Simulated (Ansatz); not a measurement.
## Molecular dynamics of H$_{23}$NO$_{10}$ (part 4 of 4)

Continued. System: H$_{23}$NO$_{10}$ (disordered cell, 34 atoms in the cell). Method: DFT PBE-D3(BJ), scalar-relativistic, plane waves, PAW, no spin polarisation (Ansatz 0.2.0); cutoff 420 eV, 1×1×1 k-mesh, Fermi–Dirac smearing of 0.02 eV. It belongs to a series of runs on one base structure; here: dynamics from the start.

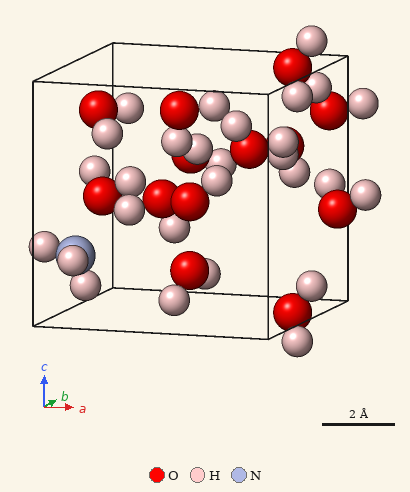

The geometry at step 248 of the log (spheres-only view of the cell of the calculation, seen slightly off an axis).

Trajectory as extended XYZ, continued:
```
34
Lattice="6.9727 0.0000 0.0000 0.0000 6.9727 0.0000 0.0000 0.0000 6.9727" Properties=species:S:1:pos:R:3:forces:R:3 step=196 time_fs=98.0 energy=-6429.51592 temperature=268.9
O     5.9674    5.1506   -0.0886   -0.4740   1.6672   0.7274
H     6.2309    4.2520   -0.2741    0.5548  -0.6867  -0.1597
H     6.3735    5.5213    0.7392   -0.1324  -0.8042  -0.4662
O     3.0618    4.4610    1.1275    1.1295  -0.2648  -1.9783
H     3.5330    3.9857    0.3273   -1.1793   0.5197   1.4683
H     3.1646    5.3982    0.8487   -0.1632  -0.3161   0.4346
O     7.0153    5.9552    2.8749    0.4679  -0.3530  -0.5887
H     7.9843    6.0411    3.1431   -1.3967   0.1465   0.3891
H     6.4084    6.3240    3.5631    1.0579   0.0947  -0.1093
O     2.8160    3.0668    3.3679   -1.1097  -0.0212  -0.9586
H     1.9927    2.6988    2.8784   -0.2966  -0.4511   0.9255
H     3.0985    3.5260    2.5386    0.8322   0.7770  -0.0295
O     4.2547    0.8707    3.6146   -0.7719  -0.1819  -1.3135
H     4.8818    0.8918    4.3377    0.7031   0.0290   0.6393
H     3.7633    1.7331    3.5588    0.0549  -0.2289  -0.0209
O     2.5627    5.9422    4.1814   -0.2259  -0.8925  -0.5867
H     3.3262    6.4776    3.8296   -0.0036   0.4824   0.0215
H     2.6239    5.0322    3.8053    0.1113   0.1986   0.4331
O     1.8136    0.3947   -0.7062   -0.2682  -0.5400  -0.3914
H     2.0525   -0.2791   -1.4533    0.1564   1.2772   0.9667
H     2.4201    1.1813   -0.7105   -0.0927  -0.6163  -0.4749
O     6.1475    7.2386    5.2070    0.2189  -0.1290   0.6620
H     5.8685    6.4119    5.7035    0.3365   0.2627   0.1710
H     7.0210    7.4681    5.6278    0.1477  -0.3840  -0.0087
O     6.2501    3.1402    5.0049    0.8218   0.6939  -0.9566
H     6.4166    2.1895    4.9379    0.0635  -0.2922  -0.0643
H     6.7950    3.5280    4.2575   -0.7792  -0.3067   0.9660
O     3.5033    2.6907    6.0357   -1.3735   0.5569   0.0199
H     3.1958    3.0317    5.1441    0.5274  -0.3546   0.5831
H     4.4021    2.3945    5.9329    0.8882  -0.1060  -0.4185
N     0.6308    1.9388    1.8720   -0.2732   0.1398   0.5425
H    -0.3766    2.1867    1.9973    0.9853  -0.0381  -0.4139
H     1.0062    2.2352    0.9701   -0.4752   0.1222  -0.0583
H     0.6567    0.9153    1.8727   -0.0422  -0.0002   0.0479
34
Lattice="6.9727 0.0000 0.0000 0.0000 6.9727 0.0000 0.0000 0.0000 6.9727" Properties=species:S:1:pos:R:3:forces:R:3 step=209 time_fs=104.5 energy=-6429.63456 temperature=290.6
O     5.9624    5.1865   -0.1000    0.7067   0.0470   1.4211
H     6.2809    4.2926   -0.3559   -0.1075   0.4101  -0.2379
H     6.4199    5.3992    0.7738   -0.6121  -0.2220  -0.9673
O     3.0862    4.4220    1.0978   -0.5727  -1.0017   1.5017
H     3.3524    3.9332    0.3066    0.1790  -0.0593  -0.8036
H     3.1684    5.3545    1.0035    0.3096   1.3027  -0.5978
O     6.9860    5.9453    2.8656   -0.5925   0.7990   0.8141
H     7.9086    6.1174    3.1712   -0.1202  -0.2674   0.0185
H     6.4435    6.4811    3.5461    0.8583  -0.8871  -0.9569
O     2.8172    3.0968    3.3619   -0.6986   0.1946  -0.3659
H     1.9872    2.6632    2.9360    0.5721   0.4972   0.0915
H     3.1391    3.7235    2.6418   -0.3437  -0.5557  -0.2118
O     4.2601    0.9130    3.6381    1.2049  -0.9274   0.1981
H     5.0133    1.0330    4.2692   -0.5067  -0.5366  -0.3225
H     3.9155    1.7965    3.4830   -0.8895   0.8971  -0.3771
O     2.5694    5.9471    4.1658    0.2191   0.7793  -0.1013
H     3.4122    6.4699    3.9851   -0.6199  -0.0724  -0.2555
H     2.6826    5.0187    3.9415    0.1956  -0.6851   0.0891
O     1.8047    0.4308   -0.7329   -0.3996   0.2280   0.0332
H     2.1357   -0.1298   -1.4692   -0.0686  -0.6432  -0.0775
H     2.3489    1.2344   -0.8655    0.1448   0.2978   0.3797
O     6.1441    7.2734    5.2339    1.9700   0.5556   0.6015
H     5.9389    6.5057    5.7978   -0.9812  -1.0583   0.4740
H     7.0815    7.3438    5.6329   -0.1775   0.6049  -0.6296
O     6.2588    3.1816    5.0073   -0.2087  -1.3745   0.4873
H     6.4025    2.2094    4.8506    0.1018   0.9506   0.2024
H     6.7013    3.6430    4.2951    0.3229   0.4565  -0.6516
O     3.4828    2.7037    6.0262    1.1884  -0.4634   0.7431
H     3.2054    2.8792    5.1121   -0.0746   0.3828  -0.7092
H     4.4637    2.5273    5.9538   -1.1820   0.2940  -0.0361
N     0.6136    1.9543    1.8404    1.9684  -0.0427   0.0658
H    -0.3428    2.1255    1.9373   -2.2042   0.3320   0.5871
H     0.7853    2.2037    0.8753    0.4896   0.1391  -0.3761
H     0.7202    0.9451    1.8766   -0.0716  -0.3714  -0.0306
34
Lattice="6.9727 0.0000 0.0000 0.0000 6.9727 0.0000 0.0000 0.0000 6.9727" Properties=species:S:1:pos:R:3:forces:R:3 step=222 time_fs=111.0 energy=-6429.60973 temperature=331.5
O     5.9538    5.2032   -0.1089   -0.4856  -1.0635  -1.9160
H     6.3511    4.4142   -0.5823   -0.5945   0.6981   0.2462
H     6.4211    5.2513    0.7029    0.8832   0.4476   1.8666
O     3.1233    4.3873    1.0943   -0.2289   0.6379   0.9728
H     3.1718    3.9124    0.2410    0.1754   0.0110  -0.4145
H     3.1765    5.3515    0.9888    0.0523  -0.2711  -0.4217
O     6.9798    5.9380    2.8404    0.5471  -0.9099  -1.0313
H     7.8579    6.0778    3.2181    1.2451  -0.4878  -0.0983
H     6.5340    6.5085    3.4422   -1.6676   0.9661   1.1071
O     2.8018    3.1244    3.3418    0.9774   1.1082   0.2514
H     2.0189    2.6793    2.9748   -0.9278  -0.2100  -0.6730
H     3.0513    3.8234    2.6381   -0.3872  -1.0916  -0.0786
O     4.2728    0.9406    3.6594    0.4177  -0.3035  -0.3925
H     5.0982    0.9774    4.2196   -0.7083   0.0707  -0.2371
H     3.9102    1.8188    3.3589    0.2203  -0.3271   0.4341
O     2.5891    5.9475    4.1408    0.4794   0.0593  -0.0273
H     3.4217    6.5160    3.9783   -0.7829  -0.2334  -0.1620
H     2.7989    4.9907    4.1118    0.0282   0.3201   0.0732
O     1.7895    0.4820   -0.7569   -0.6192   0.5450   0.4926
H     2.1242   -0.1627   -1.4058    0.4052  -0.3219  -0.4709
H     2.3104    1.3103   -0.8827    0.2539  -0.4051   0.1296
O     6.1886    7.3008    5.2759   -1.0499  -0.8903   0.4715
H     5.8509    6.5277    5.8977    0.8834   1.0687  -0.7799
H     7.1359    7.3747    5.4944    0.7582   0.0696   0.5757
O     6.2775    3.2179    4.9927   -0.1590   0.1854   0.3488
H     6.4614    2.2966    4.7604    0.1920  -0.1902   0.0836
H     6.6376    3.7747    4.2915    0.1063   0.2009  -0.4874
O     3.4540    2.7031    6.0035    0.7022   0.1282  -0.3116
H     3.2282    2.8216    5.0445   -0.0839   0.2376   0.1255
H     4.4446    2.6819    5.9634   -0.7159  -0.0418   0.1139
N     0.5976    1.9667    1.8101   -1.5493  -1.0815  -0.0251
H    -0.4593    2.0289    1.9547    1.4435   0.0961  -0.0723
H     0.6984    2.2240    0.8167    0.1671   0.0222   0.3397
H     0.7147    0.9193    1.7879    0.0218   0.9558  -0.0323
34
Lattice="6.9727 0.0000 0.0000 0.0000 6.9727 0.0000 0.0000 0.0000 6.9727" Properties=species:S:1:pos:R:3:forces:R:3 step=235 time_fs=117.5 energy=-6429.41141 temperature=300.9
O     5.9421    5.2058   -0.1224   -0.1748   0.3036   0.3671
H     6.2778    4.5659   -0.7848    0.1857  -0.2733   0.5111
H     6.4633    5.1784    0.7095   -0.0992  -0.0464  -0.3753
O     3.1604    4.3454    1.0982   -0.3074   2.0384  -1.8229
H     2.9857    3.8979    0.2072    0.4468   0.0216   0.9342
H     3.2417    5.3242    0.8254   -0.0610  -1.8280   0.7966
O     6.9924    5.9362    2.8137    0.9692  -0.9188  -0.5248
H     7.9321    5.8754    3.1704   -1.0210   0.4350   0.0130
H     6.4651    6.5374    3.3586    0.2522   0.0646   0.5495
O     2.7853    3.1616    3.3233   -1.5128  -1.1688  -0.2861
H     1.9746    2.7013    2.8849    0.2049  -0.1515   0.8947
H     2.8887    3.7184    2.5242    0.9584   1.0414  -0.5659
O     4.2972    0.9607    3.6532   -0.9473  -0.9418  -1.3549
H     5.0972    0.9330    4.1885    0.5720   0.4614   0.7304
H     3.9404    1.8135    3.3130    0.3026   0.1230   0.5124
O     2.6157    5.9635    4.1174   -0.1370  -1.5090   0.6473
H     3.3670    6.5647    3.8617    0.2077   0.1651  -0.0125
H     2.9329    5.0320    4.3231   -0.2688   1.3569  -0.6575
O     1.7609    0.5278   -0.7818    0.0242  -0.1654   0.0969
H     2.2025   -0.1844   -1.3262   -0.0908   0.6115  -0.1318
H     2.3330    1.3355   -0.8280    0.2044  -0.5039  -0.0905
O     6.2330    7.3283    5.3062    2.0483   1.6749  -1.2025
H     5.9914    6.6754    5.9605   -0.4897  -1.2184   1.0953
H     7.2546    7.4383    5.4908   -1.2720  -0.0908   0.0370
O     6.3029    3.2707    4.9795    0.2495   2.0169  -1.6242
H     6.5445    2.3624    4.7836    0.1803  -0.5872  -0.0209
H     6.5419    3.8397    4.1602   -0.4098  -1.1798   1.4228
O     3.4396    2.7107    5.9565   -1.8192   0.3629  -0.9847
H     3.1837    2.9053    4.9922    0.3692  -0.2132   0.8770
H     4.3741    2.8771    5.9987    1.2706   0.0532  -0.0480
N     0.5879    1.9653    1.7712   -0.8243   1.4675   0.3227
H    -0.4346    2.0542    2.0072    1.1509  -0.1083  -0.4478
H     0.7159    2.2457    0.7951   -0.2568   0.3028   0.1710
H     0.7832    0.9951    1.7267    0.0949  -1.5961   0.1715
34
Lattice="6.9727 0.0000 0.0000 0.0000 6.9727 0.0000 0.0000 0.0000 6.9727" Properties=species:S:1:pos:R:3:forces:R:3 step=248 time_fs=124.0 energy=-6429.45349 temperature=335.8
O     5.9270    5.2167   -0.1106    1.0163   0.1350   1.5017
H     6.2639    4.6316   -0.8238    0.0753  -0.3622   0.1994
H     6.5359    5.0842    0.6968   -1.1137   0.4482  -1.3281
O     3.1805    4.3135    1.0824   -0.2549  -0.5781   0.3869
H     2.8912    3.8136    0.2964    0.2765  -0.0337  -0.4826
H     3.3261    5.2222    0.8518    0.1816   0.9214  -0.3090
O     7.0178    5.9267    2.7792    0.0501   0.2918   0.6746
H     7.8852    5.8142    3.2466   -0.1337   0.0520  -0.2605
H     6.5595    6.5985    3.3542    0.2488  -0.7190  -0.3588
O     2.7464    3.1811    3.2780    0.1861  -0.0302  -0.5205
H     1.9618    2.6356    3.0051   -0.0380   0.1740  -0.0743
H     2.9430    3.6865    2.3906   -0.1707  -0.2464   1.0784
O     4.3258    0.9589    3.6260    0.8213   0.9462  -0.3582
H     5.1069    1.0103    4.2589   -0.8404  -0.3336  -0.3051
H     4.0636    1.8981    3.3736   -0.2237  -0.9585   0.3082
O     2.6460    5.9850    4.1022    0.1234  -0.3784   0.3564
H     3.3138    6.6561    3.7538    0.0268  -0.1508   0.4112
H     3.1161    5.1724    4.3999   -0.2929   0.5629  -0.6138
O     1.7452    0.5727   -0.8056    0.4003  -0.6616   0.0779
H     2.2363   -0.0947   -1.3542   -0.4582  -0.0475  -0.2415
H     2.3806    1.3068   -0.8418    0.3057   0.6572   0.1286
O     6.2742    7.3915    5.3092   -0.0493  -0.9383   1.2940
H     6.1233    6.6932    6.0726   -0.5055   0.6798  -1.2253
H     7.2266    7.5277    5.5454    0.6210   0.3874  -0.2013
O     6.3310    3.3398    4.9498   -0.2617  -0.2726   0.7449
H     6.5984    2.3984    4.8702   -0.0965   0.4697  -0.1431
H     6.4529    3.8292    4.1339    0.3409   0.0099  -0.8023
O     3.4113    2.7317    5.9003    0.9488   0.6337   0.5574
H     3.2499    2.9926    4.9689   -0.3462  -0.0825  -0.5606
H     4.3613    2.9949    6.0364   -0.7613  -0.4567  -0.0845
N     0.5903    1.9717    1.7398    2.4489  -0.8979   0.7138
H    -0.3596    2.0570    1.9253   -2.3129  -0.0111   0.4836
H     0.7492    2.3752    0.8344    0.2461  -0.1105  -0.5859
H     0.8548    0.9617    1.7673   -0.4583   0.9002  -0.4616
34
Lattice="6.9727 0.0000 0.0000 0.0000 6.9727 0.0000 0.0000 0.0000 6.9727" Properties=species:S:1:pos:R:3:forces:R:3 step=261 time_fs=130.5 energy=-6429.37969 temperature=318.4
O     5.9170    5.2632   -0.0766   -1.0341   0.1681  -1.5938
H     6.2378    4.6348   -0.7522   -0.2236  -0.2693  -0.6196
H     6.4586    5.0102    0.6393    1.1474   0.1135   2.2511
O     3.1955    4.2876    1.0769   -0.1526  -0.8578   1.3703
H     2.9684    3.7911    0.2944   -0.1320  -0.3252  -1.3007
H     3.4125    5.1714    0.8699    0.4995   1.6787  -0.6286
O     7.0568    5.9141    2.7433   -0.5783   0.0477  -0.1178
H     7.8413    5.7990    3.2819    1.4025  -0.5370   0.1378
H     6.6366    6.5724    3.3184   -0.7534   0.2526   0.0346
O     2.6994    3.1796    3.2290    1.0901  -0.2289   1.8038
H     1.9220    2.6187    3.0523   -0.3830   0.1370  -0.8500
H     3.0358    3.6326    2.4077   -0.6897  -0.0323  -0.2068
O     4.3494    0.9674    3.5848    1.4379  -0.8343   0.4615
H     5.0491    1.0318    4.3086   -0.4654  -0.5056  -0.4628
H     4.0647    1.8667    3.4351   -0.8946   0.9993  -0.3504
O     2.6638    5.9997    4.1007   -0.6694   1.4793  -0.2140
H     3.2872    6.7217    3.7779   -0.2463   0.2423   0.1613
H     3.2635    5.2946    4.2488    0.7289  -1.6661   0.2473
O     1.7549    0.6106   -0.8338    0.2840   0.4830   0.6049
H     2.1331   -0.0838   -1.4022    0.2149  -0.5071  -0.5718
H     2.4466    1.3175   -0.8415   -0.1149   0.0707  -0.1165
O     6.3170    7.4384    5.3360    0.3652   0.3562  -0.1180
H     6.0768    6.6818    5.9414    0.2459   0.3822   0.0160
H     7.2869    7.6735    5.5890   -0.6997  -0.5878   0.0712
O     6.3662    3.3960    4.9190   -0.1568  -0.8640   1.4685
H     6.6574    2.4564    4.9313   -0.2866   0.4740  -0.0541
H     6.4687    3.7204    4.0403    0.3843   0.5652  -1.5120
O     3.3849    2.7736    5.8426    0.5696   0.5221  -0.1075
H     3.3129    3.0517    4.8692   -0.1944  -0.2726   0.5962
H     4.2998    2.9856    6.1483   -0.5071  -0.2693  -0.5818
N     0.6034    2.0021    1.7318   -0.1297  -0.9234   0.1951
H    -0.4249    1.9787    1.8126    0.3449   0.1410  -0.1783
H     0.8452    2.3877    0.8087   -0.2223  -0.2172   0.3670
H     0.8559    0.9868    1.7034   -0.1812   0.7853  -0.2021
34
Lattice="6.9727 0.0000 0.0000 0.0000 6.9727 0.0000 0.0000 0.0000 6.9727" Properties=species:S:1:pos:R:3:forces:R:3 step=274 time_fs=137.0 energy=-6429.30988 temperature=291.7
O     5.9220    5.2839   -0.0431   -0.2215  -0.0817   0.1526
H     6.1124    4.6238   -0.7514    0.3344  -0.1134   0.3981
H     6.4316    5.0809    0.7773   -0.1302   0.2461  -0.5254
O     3.2120    4.2795    1.0952    0.7315   2.1837  -2.9766
H     3.0963    3.8736    0.1591   -0.0616   0.3972   1.3411
H     3.5701    5.2165    0.8512   -0.6404  -2.0947   0.8278
O     7.0879    5.9026    2.7372    0.4085  -0.5088  -0.1795
H     7.9562    5.7505    3.2171   -0.8914   0.5840  -0.1851
H     6.5331    6.5473    3.2188    0.5687  -0.2282   0.2919
O     2.6689    3.1731    3.2186   -0.9684  -1.2715  -0.3427
H     1.8504    2.6956    2.7960    0.3944   0.2197   1.0862
H     2.9194    3.5995    2.3502    0.6082   0.5815   0.3422
O     4.3936    0.9828    3.5477   -0.9952  -0.3145  -1.5371
H     4.9768    0.9415    4.3090    0.7503   0.5010   0.9167
H     3.9115    1.8428    3.4221    0.1738  -0.1396   0.2863
O     2.6713    6.0102    4.1141   -0.0866   0.9133  -0.0845
H     3.2165    6.8305    3.8473   -0.0222  -0.4504   0.0129
H     3.3210    5.3014    4.0938    0.0092  -0.4736  -0.0164
O     1.7820    0.6415   -0.8549    0.6320  -0.2297   0.1801
H     2.0464   -0.1064   -1.4817    0.2401   0.7706   0.4836
H     2.5072    1.3335   -0.8096   -0.5539  -0.6029  -0.5393
O     6.3482    7.4892    5.3457    0.3946   1.3403  -0.5505
H     6.0805    6.7110    5.8320   -0.3271  -0.9899   0.9775
H     7.2648    7.6965    5.7482   -0.3390  -0.2697  -0.4251
O     6.3876    3.4416    4.9129    0.1501   0.0256  -1.2277
H     6.6450    2.5098    4.9850   -0.1591  -0.3987   0.4230
H     6.5646    3.5842    3.9480   -0.1391   0.4742   0.7586
O     3.3683    2.8156    5.7961   -1.4051  -0.1495   0.4793
H     3.2864    3.0623    4.8447   -0.0872   0.0690  -0.2407
H     4.2420    2.9429    6.1276    1.6115   0.0758  -0.1768
N     0.6159    2.0143    1.7503   -1.7897   0.3380  -0.6206
H    -0.4387    1.9699    1.6225    1.1121   0.5169   0.5239
H     0.9180    2.3609    0.8376    0.0984   0.3195  -0.0733
H     0.7873    1.0331    1.6341    0.5997  -1.2394   0.2198
34
Lattice="6.9727 0.0000 0.0000 0.0000 6.9727 0.0000 0.0000 0.0000 6.9727" Properties=species:S:1:pos:R:3:forces:R:3 step=287 time_fs=143.5 energy=-6429.37754 temperature=330.8
O     5.9071    5.2932   -0.0249    0.6728  -0.1766   1.5013
H     6.1291    4.5430   -0.6474    0.2697   0.4136   0.5823
H     6.3939    5.2236    0.8968   -0.7561   0.1401  -2.2175
O     3.2417    4.2971    1.0886    0.4813   1.6477   0.9776
H     3.1192    3.9101    0.2202   -0.0085  -0.4395  -1.1734
H     3.7565    5.1292    0.9857   -0.2098  -0.6294  -0.3060
O     7.1039    5.8799    2.7181    0.8389  -0.5475  -0.2601
H     8.0091    5.9053    3.1590   -0.9572   0.0901  -0.2175
H     6.5151    6.4732    3.2021    0.0947   0.2922   0.4138
O     2.6360    3.1458    3.2126    0.8093   0.3974   0.3966
H     1.7890    2.8178    2.8245   -0.5552  -0.4088   0.0005
H     2.9870    3.7247    2.4555   -0.1947  -0.6820   0.1586
O     4.4478    0.9892    3.5020   -0.1246   0.1418   1.5622
H     4.9152    0.9659    4.4245   -0.5225   0.2725  -1.7706
H     3.7625    1.7268    3.5089    0.6725  -0.2530  -0.2063
O     2.6726    6.0182    4.1375    0.4953  -1.4610  -0.5628
H     3.2009    6.8200    3.9257    0.7405   0.3604  -0.5517
H     3.2915    5.2685    3.8677   -1.2190   1.0454   0.6357
O     1.8078    0.6506   -0.8515   -0.2265  -1.7891  -0.4461
H     2.0956   -0.0040   -1.5638   -0.4211   0.1949   1.0302
H     2.4847    1.3155   -0.9172    0.8787   1.4241   0.0308
O     6.3584    7.5531    5.3469   -1.6607  -2.3304   1.1145
H     6.1268    6.6668    5.8868   -0.0437   1.6329  -0.8813
H     7.2188    7.6613    5.7910    1.2658   0.6474  -0.0399
O     6.4094    3.4777    4.8997   -0.1113  -0.4505   0.2421
H     6.5373    2.5185    5.0954   -0.0708   0.3270  -0.3461
H     6.6949    3.6149    3.9767    0.0085   0.0599   0.2219
O     3.3533    2.8672    5.7643    0.1239   0.1864   0.0918
H     3.2201    3.1467    4.8170   -0.5307  -0.1217   0.0459
H     4.3107    2.9050    5.8827    0.3916  -0.0414  -0.0108
N     0.6108    2.0190    1.7547    1.9676  -0.9630   0.0557
H    -0.3595    2.0581    1.6173   -2.0773   0.0061   0.0706
H     0.9839    2.4264    0.9051    0.2700   0.2185  -0.3460
H     0.8619    1.0065    1.6585   -0.2911   0.7953   0.2044
34
Lattice="6.9727 0.0000 0.0000 0.0000 6.9727 0.0000 0.0000 0.0000 6.9727" Properties=species:S:1:pos:R:3:forces:R:3 step=300 time_fs=150.0 energy=-6429.59391 temperature=364.4
O     5.8933    5.3019    0.0026   -1.6021   0.7638  -1.0366
H     6.2398    4.5360   -0.4458    0.3768  -0.8410  -0.9962
H     6.3850    5.3777    0.7934    1.2845   0.4196   2.0233
O     3.2727    4.3262    1.0806   -1.8006  -1.4393  -0.0814
H     3.1738    3.9284    0.1695    0.3421   0.1662   0.4046
H     3.9240    4.9834    1.0304    1.8518   1.6716  -0.6006
O     7.1198    5.8518    2.6607   -1.0972   0.2768  -0.0163
H     7.9373    6.0427    3.1152    1.7293  -0.3456   0.3181
H     6.5817    6.4785    3.1804   -0.6709  -0.0677  -0.1595
O     2.6213    3.1369    3.2149   -0.5427  -0.8223   1.8132
H     1.6960    2.8341    2.8946    0.7182   0.0834  -0.3936
H     3.0850    3.6285    2.5132   -0.2314   0.0960  -1.2070
O     4.4975    0.9965    3.4715   -0.8107   0.1016   0.3660
H     4.8791    1.0360    4.3825    0.4439  -0.0881  -0.4266
H     3.7536    1.6586    3.4755    0.3325   0.0584  -0.3820
O     2.6755    6.0258    4.1633    0.9914   0.0861  -0.9112
H     3.3504    6.7342    3.9070   -0.2992  -0.1062  -0.0021
H     3.1128    5.2534    3.7379   -0.7123   0.0247   0.5134
O     1.8391    0.6600   -0.8399    0.2764   1.9539   0.7359
H     2.1005    0.0411   -1.5193    0.4054  -1.1733  -0.6339
H     2.4581    1.4606   -0.9867   -0.6820  -0.7507   0.2734
O     6.3316    7.6028    5.3529    1.2591   0.6910   0.3322
H     6.0458    6.8226    5.8659   -0.0477  -0.3224   0.3923
H     7.3225    7.7607    5.7097   -1.1954  -0.3999  -0.4809
O     6.4363    3.5029    4.8931   -0.7502  -0.0330   1.5795
H     6.3954    2.5384    5.0486    0.3476  -0.1003  -0.6043
H     6.7840    3.7340    4.0374    0.3169  -0.0718  -0.8689
O     3.3334    2.9224    5.7548    1.4899   0.0331  -0.8964
H     3.0048    3.1944    4.8193    0.1526  -0.2670   0.5513
H     4.3395    2.8529    5.6209   -1.7088   0.2762   0.3014
N     0.6230    2.0315    1.7700    0.0617  -0.2007  -0.2253
H    -0.4169    2.0655    1.7321    0.8479   0.0155  -0.1931
H     1.0544    2.4792    0.9392   -0.7273  -0.1639   0.4156
H     0.9019    1.0369    1.6768   -0.3493   0.4750   0.0953
```
